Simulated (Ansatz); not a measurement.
**Nudged elastic band of W8C9F3 (part 1 of 3)**

W8C9F3 (slab, 20 atoms in the cell), computed with DFT PBEsol, scalar-relativistic, plane waves, PAW, PAW set soft_1, no spin polarisation (Ansatz 0.2.0).

The structure derives from an entry of the Crystallography Open Database. One setting was made poor on purpose. The input holds or restrains some coordinates. It belongs to a series of runs on one base structure; here: band between the two ends.

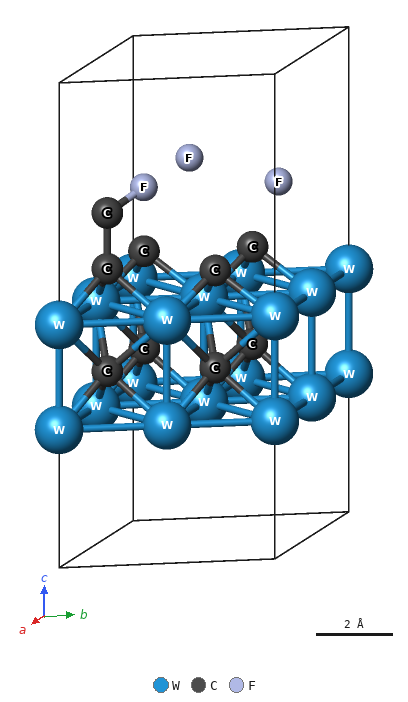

**Figure 1.** The starting structure (ball-and-stick view of the cell of the calculation, with the vacuum cut short, seen slightly off an axis). An atom can appear more than once, as a periodic image.

**Key numbers**

```csv
quantity,value
outcome,converged under the restraints of the input
"barrier, forward",3.322 eV
"barrier, backward",3.322 eV
electrons treated,169
hardware,"4 threads of Arm Neoverse V1, 24 GiB of memory available, shared host"
wall time,19 min (CPU time 56 min)
peak memory,2.4 GiB
```

The program warns: the PAW datasets were made with another functional. A deliberately poor setting: stiff spring. Spin–orbit coupling is left out, which matters for W. The cell holds an odd number of electrons but the run has no spin polarisation, so a band is left half filled. The order of the saddle point was not checked.

**Input file**
```yaml
crystal:
  lattice:
    - [5.77632, 0.0, 0.0]
    - [-2.88816, 5.00244, 0.0]
    - [0.0, 0.0, 16.23846]
  atoms:
    - { symbol: W, position: [0.0, 0.0, 0.0615822] }
    - { symbol: C, position: [0.33335434, 0.16671419, 0.1421092] }
    - { symbol: W, position: [-0.0002873, 0.00028182, 0.23625811] }
    - { symbol: C, position: [0.33223587, 0.16443218, 0.30417619] }
    - { symbol: W, position: [0.0, 0.5, 0.0615822] }
    - { symbol: C, position: [0.33336031, 0.66664593, 0.14210961] }
    - { symbol: W, position: [-0.00028061, 0.49942265, 0.23625988] }
    - { symbol: C, position: [0.3322092, 0.66776455, 0.30417742] }
    - { symbol: W, position: [0.5, 0.0, 0.0615822] }
    - { symbol: C, position: [0.83333397, 0.16666633, 0.14339498] }
    - { symbol: W, position: [0.50057936, 0.00028858, 0.23625942] }
    - { symbol: C, position: [0.83334237, 0.1666613, 0.31427505] }
    - { symbol: W, position: [0.5, 0.5, 0.0615822] }
    - { symbol: C, position: [0.83328541, 0.6666371, 0.14210843] }
    - { symbol: W, position: [0.50000523, 0.49999933, 0.23550905] }
    - { symbol: C, position: [0.83557079, 0.66779807, 0.30417612] }
    - { symbol: C, position: [-0.16664091, 0.16665822, 0.40729455] }
    - { symbol: F, position: [-0.2934402, -0.08323353, 0.43853414] }
    - { symbol: F, position: [0.08325978, 0.28974555, 0.4385283] }
    - { symbol: F, position: [-0.28972301, 0.29346817, 0.43853455] }
basis:
  ecutwfc: 420.0
kpoints:
  mp_grid: { grid: [3, 3, 1] }
hamiltonian:
  xc: pbesol
  pseudopotentials: { kind: paw, azcp: { folder: soft_1 } }
scf:
  occupations: { method: fermi_dirac, width: 0.15 }
  lower_state_search: "off"
  max_iter: 71
neb:
  images: 3
  f_tol: 0.05
  max_iterations: 50
  order_check: false
  spring: 50.0
  optimiser: fire
  constraints: [{ sites: [0, 4, 8, 12] }]
  final_atoms:
    - { symbol: W, position: [0.0, 0.0, 0.0615822] }
    - { symbol: C, position: [0.3332854, 0.16663709, 0.14210843] }
    - { symbol: W, position: [5.22e-06, -6.8e-07, 0.23550905] }
    - { symbol: C, position: [0.33557078, 0.16779806, 0.30417612] }
    - { symbol: W, position: [0.0, 0.5, 0.0615822] }
    - { symbol: C, position: [0.33333396, 0.66666632, 0.14339498] }
    - { symbol: W, position: [0.00057935, 0.50028857, 0.23625942] }
    - { symbol: C, position: [0.33334236, 0.66666129, 0.31427505] }
    - { symbol: W, position: [0.5, 0.0, 0.0615822] }
    - { symbol: C, position: [0.8333603, 0.16664592, 0.14210961] }
    - { symbol: W, position: [0.49971938, -0.00057736, 0.23625988] }
    - { symbol: C, position: [0.83220919, 0.16776454, 0.30417742] }
    - { symbol: W, position: [0.5, 0.5, 0.0615822] }
    - { symbol: C, position: [0.83335433, 0.66671418, 0.1421092] }
    - { symbol: W, position: [0.49971269, 0.50028181, 0.23625811] }
    - { symbol: C, position: [0.83223586, 0.66443217, 0.30417619] }
    - { symbol: C, position: [0.33335908, 0.66665821, 0.40729455] }
    - { symbol: F, position: [0.20655979, 0.41676646, 0.43853414] }
    - { symbol: F, position: [0.58325977, 0.78974554, 0.4385283] }
    - { symbol: F, position: [0.21027698, 0.79346816, 0.43853455] }
```

Command:
```bash
ansatz run input.yaml --threads 4 --pin off --max-ram 10240MiB --backend cpu --events-out ev --progress --plain --runs-dir out
```

**Output**
```
Warning: neb: disabling space-group detection — the band's intermediate images generally break the endpoint symmetry, so no spatial operation reduces the k-mesh or symmetrises the density, except that a semilocal band can use its path's symmetry ahead of convergence; time reversal is kept, so that k and −k are solved as one point where they differ and the mesh holds both, and exact exchange and, on two spinor components, a DFT+U term hold to it where the run has them: on two components no moment then forms, and a state that bears one, which a typed moment (crystal.atoms[].spin; refused beside efield: under a hybrid functional) reaches, can lie lower, under hf by electronvolts; crystal.symmetry.detect: false (a key that needs symmetry detection or time reversal refuses this as the deck is read) with time_reversal: false beside it drops time reversal too
Warning: [file] the record states the generating functional pbe (its physics header spells it `PBE`), which answers neither for hamiltonian.xc's functional nor for the pbesol family's — results may be inconsistent (PPs are generated against a specific XC)
Warning: [file] the record states the generating functional pbe (its physics header spells it `PBE`), which answers neither for hamiltonian.xc's functional nor for the pbesol family's — results may be inconsistent (PPs are generated against a specific XC)
Warning: [file] the record states the generating functional pbe (its physics header spells it `PBE`), which answers neither for hamiltonian.xc's functional nor for the pbesol family's — results may be inconsistent (PPs are generated against a specific XC)
band count auto-derived: 114 (N_el = 169.0; filled up to band 85; 105 by the electrons, moments and atoms)
Engine: ansatz 0.2.0, aarch64-unknown-linux-gnu
Pseudopotentials: kind: paw
Pseudopotential: W, paw, valence charge 14, recommended cutoff 420 eV (normal), [file]
Pseudopotential: C, paw, valence charge 4, recommended cutoff 420 eV (normal), [file]
Pseudopotential: F, paw, valence charge 7, recommended cutoff 420 eV (normal), [file]
Functional definition: PBEsol
  exchange = pbesol_x
  correlation = pbesol_c
parallel-image band execution: 3 concurrent image workers
NEB image 0
Crystal: 20 atoms, lattice volume = 469.222 Å³
Basis set: ecut = 420 eV, 9187 PW (Γ), exchange–correlation on 80×80×240 points (8 copies of the dense FFT grid, shifted against one another)
Bands: 114, of which v1, the nominal top of the filled ones, is band 85 counted from 1 (84 counted from 0)
Symmetry: 1 space group operations
k-points: 5 of 9 (time reversal used)
Non-local potential: W, projectors of the file, l = 0: 3, l = 1: 2, l = 2: 2, l = 3: 1
Non-local potential: C, projectors of the file, l = 0: 2, l = 1: 2, l = 2: 1
Non-local potential: F, projectors of the file, l = 0: 2, l = 1: 2, l = 2: 1
PAW form: soft (Blöchl's): semilocal exchange-correlation on the pseudo side does not see the compensation charge
PAW frozen core: W, regenerated for the run's functional, and the local potential with it (the file was generated under x = pbe(κ = 0.804, μ = 0.2195149727645171), c = pbe(β = 0.06672455060314922))
PAW frozen core: C, regenerated for the run's functional, and the local potential with it (the file was generated under x = pbe(κ = 0.804, μ = 0.2195149727645171), c = pbe(β = 0.06672455060314922))
PAW frozen core: F, regenerated for the run's functional, and the local potential with it (the file was generated under x = pbe(κ = 0.804, μ = 0.2195149727645171), c = pbe(β = 0.06672455060314922))
PAW one-centre angular grid: W, 590 points (default); XC on 64 Gauss nodes
PAW one-centre angular grid: C, 110 points (default); XC on 64 Gauss nodes
PAW one-centre angular grid: F, 110 points (default); XC on 64 Gauss nodes
Initial density: superposition of atomic densities (neutral atoms: chi_scale 0, normalization atom)
Initial wavefunctions: pseudopotential atomic-orbital guess
Functional: x = pbesol(κ = 0.804, μ = 0.12345679012345678), c = pbesol(β = 0.046)
SCF iter   1: F=—  HF=-86682.322960 eV  |F-HF|=—  |Δ(HF+E_count)|=         —  Δρ=9.54e-2  dr2=1.43e2  ethr=3.10e-3  ⟨swp⟩=7.0  Hψ=2817  notcnv=0  defer=7
preconditioner: auto → LDOS  [metal: Δε(μ)=0.075 eV  Ē_g=9.685 eV  σ=0.150 eV  W_gap=0.12  n_scr=82 (ndim 8)  ℏωp=17.1 eV  f_vac=0.466  D(μ)=11.64/eV (n_scr^D=64)  β→1.0]
SCF iter   2: F=—  HF=-86674.569416 eV  |F-HF|=—  |Δ(HF+E_count)|=    7.75e0  Δρ=7.53e-2  dr2=2.88e1  ethr=3.10e-3  ⟨swp⟩=4.2  Hψ=1673  notcnv=0  defer=25
SCF iter   3: F=—  HF=-86668.535065 eV  |F-HF|=—  |Δ(HF+E_count)|=    6.03e0  Δρ=2.59e-2  dr2=5.47e0  ethr=3.10e-3  ⟨swp⟩=3.4  Hψ=1490  notcnv=0  defer=46
SCF iter   4: F=—  HF=-86667.620589 eV  |F-HF|=—  |Δ(HF+E_count)|=   9.14e-1  Δρ=5.72e-3  dr2=2.03e-1  ethr=3.10e-3  ⟨swp⟩=2.4  Hψ=1026  notcnv=0  defer=46
SCF iter   5: F=—  HF=-86667.606736 eV  |F-HF|=—  |Δ(HF+E_count)|=   1.39e-2  Δρ=2.95e-3  dr2=3.95e-2  ethr=1.20e-4  ⟨swp⟩=3.0  Hψ=810  notcnv=0  defer=42
SCF iter   6: F=—  HF=-86667.604322 eV  |F-HF|=—  |Δ(HF+E_count)|=   2.41e-3  Δρ=7.63e-4  dr2=3.04e-3  ethr=2.34e-5  ⟨swp⟩=2.8  Hψ=925  notcnv=0  defer=42
SCF iter   7: F=—  HF=-86667.603988 eV  |F-HF|=—  |Δ(HF+E_count)|=   3.34e-4  Δρ=2.21e-4  dr2=5.47e-4  ethr=1.80e-6  ⟨swp⟩=2.2  Hψ=790  notcnv=0  defer=42
SCF iter   8: F=—  HF=-86667.603986 eV  |F-HF|=—  |Δ(HF+E_count)|=   1.88e-6  Δρ=9.39e-5  dr2=8.24e-5  ethr=3.24e-7  ⟨swp⟩=2.2  Hψ=762  notcnv=0  defer=42
SCF iter   9: F=—  HF=-86667.604159 eV  |F-HF|=—  |Δ(HF+E_count)|=   1.73e-4  Δρ=2.66e-5  dr2=5.95e-6  ethr=4.87e-8  ⟨swp⟩=2.6  Hψ=794  notcnv=0  defer=42
SCF iter  10: F=—  HF=-86667.604159 eV  |F-HF|=—  |Δ(HF+E_count)|=   7.88e-7  Δρ=9.30e-6  dr2=2.41e-7  ethr=3.52e-9  ⟨swp⟩=2.0  Hψ=739  notcnv=0  defer=42
SCF iter  11: F=-86667.604160 eV  HF=-86667.604160 eV  |F-HF|=2.27e-8  |Δ(HF+E_count)|=   2.11e-7  Δρ=2.61e-6  dr2=4.20e-8  ethr=5.92e-11  ⟨swp⟩=5.0  Hψ=2054  notcnv=0
SCF 1 converged in 11 iterations: F = -86667.604160 eV  dr2 = 4.20e-8
  greatest PAW one-centre occupation: 0.999 electrons in one spin orbital (limit 2), on the W atom at site 2 (counted from 0), in its partial waves of l = 0
NSCF: frozen V_eff on 5 k-points
NEB image 4
SCF iter   1: F=—  HF=-86682.322184 eV  |F-HF|=—  |Δ(HF+E_count)|=         —  Δρ=9.54e-2  dr2=1.43e2  ethr=3.10e-3  ⟨swp⟩=7.0  Hψ=2810  notcnv=0  defer=7
SCF iter   2: F=—  HF=-86674.569711 eV  |F-HF|=—  |Δ(HF+E_count)|=    7.75e0  Δρ=7.53e-2  dr2=2.88e1  ethr=3.10e-3  ⟨swp⟩=4.2  Hψ=1673  notcnv=0  defer=25
SCF iter   3: F=—  HF=-86668.534925 eV  |F-HF|=—  |Δ(HF+E_count)|=    6.03e0  Δρ=2.59e-2  dr2=5.47e0  ethr=3.10e-3  ⟨swp⟩=3.4  Hψ=1490  notcnv=0  defer=46
SCF iter   4: F=—  HF=-86667.620615 eV  |F-HF|=—  |Δ(HF+E_count)|=   9.14e-1  Δρ=5.72e-3  dr2=2.03e-1  ethr=3.10e-3  ⟨swp⟩=2.4  Hψ=1026  notcnv=0  defer=46
SCF iter   5: F=—  HF=-86667.606758 eV  |F-HF|=—  |Δ(HF+E_count)|=   1.39e-2  Δρ=2.95e-3  dr2=3.95e-2  ethr=1.20e-4  ⟨swp⟩=3.0  Hψ=810  notcnv=0  defer=42
SCF iter   6: F=—  HF=-86667.604315 eV  |F-HF|=—  |Δ(HF+E_count)|=   2.44e-3  Δρ=7.63e-4  dr2=3.04e-3  ethr=2.34e-5  ⟨swp⟩=2.8  Hψ=925  notcnv=0  defer=42
SCF iter   7: F=—  HF=-86667.603969 eV  |F-HF|=—  |Δ(HF+E_count)|=   3.46e-4  Δρ=2.21e-4  dr2=5.47e-4  ethr=1.80e-6  ⟨swp⟩=2.2  Hψ=791  notcnv=0  defer=42
SCF iter   8: F=—  HF=-86667.603965 eV  |F-HF|=—  |Δ(HF+E_count)|=   4.08e-6  Δρ=9.39e-5  dr2=8.23e-5  ethr=3.24e-7  ⟨swp⟩=2.2  Hψ=762  notcnv=0  defer=42
SCF iter   9: F=—  HF=-86667.604159 eV  |F-HF|=—  |Δ(HF+E_count)|=   1.94e-4  Δρ=2.67e-5  dr2=5.95e-6  ethr=4.87e-8  ⟨swp⟩=2.6  Hψ=794  notcnv=0  defer=42
SCF iter  10: F=—  HF=-86667.604159 eV  |F-HF|=—  |Δ(HF+E_count)|=   7.87e-7  Δρ=9.30e-6  dr2=2.41e-7  ethr=3.52e-9  ⟨swp⟩=2.0  Hψ=739  notcnv=0  defer=42
[...]
  greatest PAW one-centre occupation: 0.999 electrons in one spin orbital (limit 2), on the W atom at site 14 (counted from 0), in its partial waves of l = 0
NSCF: frozen V_eff on 5 k-points
NEB end point (image 0): max|allowed force component| = 2.646e-3 eV/Å (the criterion of neb.relax_end_points is 1.000e-2)
NEB end point (image 4): max|allowed force component| = 2.646e-3 eV/Å (the criterion of neb.relax_end_points is 1.000e-2)
NEB image 1
preconditioner: auto → LDOS  [metal: Δε(μ)=0.057 eV  Ē_g=9.613 eV  σ=0.150 eV  W_gap=0.10  n_scr=82 (ndim 8)  ℏωp=17.1 eV  f_vac=0.466  D(μ)=11.71/eV (n_scr^D=64)  β→1.0]
NEB image 2
preconditioner: auto → LDOS  [metal: Δε(μ)=0.061 eV  Ē_g=9.508 eV  σ=0.150 eV  W_gap=0.10  n_scr=82 (ndim 8)  ℏωp=17.1 eV  f_vac=0.466  D(μ)=12.65/eV (n_scr^D=70)  β→1.0]
NEB image 3
preconditioner: auto → LDOS  [metal: Δε(μ)=0.058 eV  Ē_g=9.613 eV  σ=0.150 eV  W_gap=0.10  n_scr=82 (ndim 8)  ℏωp=17.1 eV  f_vac=0.466  D(μ)=11.71/eV (n_scr^D=64)  β→1.0]
NEB iter   1: max|band force component| = 2.933e0 eV/Å  barrier→ = 3.8343 eV  barrier← = 3.8343 eV  Δτ_max = 0.0506 Å  (56 SCF iters)
NEB image 1
Initial density: handed on by an earlier stage of this run
Initial wavefunctions: those handed on with the density
preconditioner: auto → LDOS  [insulator: Δε(μ)=0.447 eV  Ē_g=8.979 eV  σ=0.150 eV  W_gap=0.63  n_scr=82 (ndim 8)  ℏωp=17.1 eV  f_vac=0.478  D(μ)=3.53/eV (n_scr^D=6)  ε∞_Penn≈4.6  β→1.0]
  greatest PAW one-centre occupation: 0.999 electrons in one spin orbital (limit 2), on the W atom at site 6 (counted from 0), in its partial waves of l = 0
NEB image 2
preconditioner: auto → LDOS  [metal: Δε(μ)=0.171 eV  Ē_g=8.956 eV  σ=0.150 eV  W_gap=0.27  n_scr=82 (ndim 8)  ℏωp=17.1 eV  f_vac=0.479  D(μ)=5.72/eV (n_scr^D=36)  β→1.0]
NEB image 3
preconditioner: auto → LDOS  [insulator: Δε(μ)=0.448 eV  Ē_g=8.979 eV  σ=0.150 eV  W_gap=0.63  n_scr=82 (ndim 8)  ℏωp=17.1 eV  f_vac=0.478  D(μ)=3.52/eV (n_scr^D=6)  ε∞_Penn≈4.6  β→1.0]
NEB iter   2: max|band force component| = 2.189e0 eV/Å  barrier→ = 3.7217 eV  barrier← = 3.7217 eV  Δτ_max = 0.0892 Å  (22 SCF iters)
[... from here on the SCF iterations and repeated set-up lines of each step are left out, up to the last step ...]
NEB image 1
NEB image 2
NEB image 3
NEB iter   3: max|band force component| = 1.411e0 eV/Å  barrier→ = 3.6475 eV  barrier← = 3.6475 eV  Δτ_max = 0.0992 Å  (25 SCF iters)
NEB image 1
NEB image 2
NEB image 3
NEB iter   4: max|band force component| = 1.194e0 eV/Å  barrier→ = 3.5828 eV  barrier← = 3.5828 eV  Δτ_max = 0.0058 Å  (25 SCF iters)
NEB image 1
NEB image 2
NEB image 3
NEB iter   5: max|band force component| = 1.044e0 eV/Å  barrier→ = 3.5718 eV  barrier← = 3.5718 eV  Δτ_max = 0.0110 Å  (19 SCF iters)
NEB image 1
NEB image 2
NEB image 3
```
